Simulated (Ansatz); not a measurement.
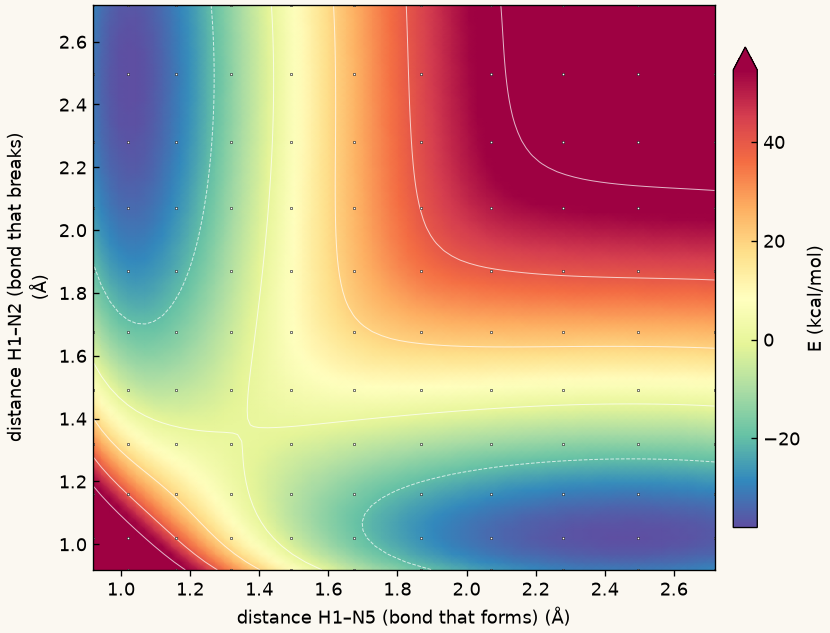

Energy landscape of the reacting system CH4N2S (one molecule; an intramolecular 1,3-shift). Coordinates scanned: (1) distance H1–N5 (bond that forms); (2) distance H1–N2 (bond that breaks). Relaxed at each point: all other coordinates. The scan uses an 11 × 11 grid. Points are written as (first, second). Energies: kcal/mol, counted from a guessed transition structure relaxed with its forming and breaking bonds held. The reference is spin-restricted, so regions where a bond is pulled apart into radicals lie too high. These are results of Ansatz, RKS PBE-D4/def2-SVP, not measurements.

In the figure: a smooth colour map with a few white contour lines, dots at the grid points, one colour for all values above the top of the scale. Between grid points the surface is interpolated. 

### What does the map say about the system?

The lowest grid point is at (1.019 Å, 2.496 Å), −38 kcal/mol from a guessed transition structure relaxed with its forming and breaking bonds held. A higher local minimum lies near (2.496 Å, 1.019 Å) (0.28 kcal/mol above the lowest at that grid point). The highest grid point, (0.918 Å, 0.918 Å), lies 200 kcal/mol above the lowest. On the interpolated surface the lowest path from the side where the first distance is long, (2.496 Å, 1.019 Å), to the side where the second distance is long, (1.019 Å, 2.496 Å), has its top at about (1.36 Å, 1.36 Å), about 38 kcal/mol above the start and 38 kcal/mol above the end.

Grid values (kcal/mol):

```
second ↓, first →  0.918  1.019  1.159  1.318  1.491  1.675  1.869  2.071  2.280  2.496  2.718
            2.718    −29    −37    −30    −14      6     26     44     58     70     79     84
            2.496    −31    −38    −31    −14      6     26     43     57     69     75     77
            2.280    −30    −37    −30    −14      6     25     42     56     64     67     68
            2.071    −26    −33    −27    −12      7     25     40     51     54     56     57
            1.869    −19    −27    −23     −9      8     23     35     39     41     42     42
            1.675     −7    −18    −16     −5      8     18     23     24     24     25     25
            1.491      9     −4     −7     −2      4      7      7      6      5      5      6
            1.318     33     14      4      0     −2     −6     −9    −12    −14    −15    −14
            1.159     67     40     19      4     −8    −16    −23    −28    −30    −31    −30
            1.019    113     75     40     14     −5    −18    −27    −33    −37    −38    −36
            0.918    162    113     67     33      9     −7    −19    −26    −30    −31    −29
```

Each point was launched as `ansatz run input.yaml --threads 1 --pin off --max-ram 2560MiB --backend cpu --events-out ev --progress --plain --runs-dir out`. Time for the 121 points that were run: 24 min on 1 thread of Arm Neoverse V2, with other jobs on the host.
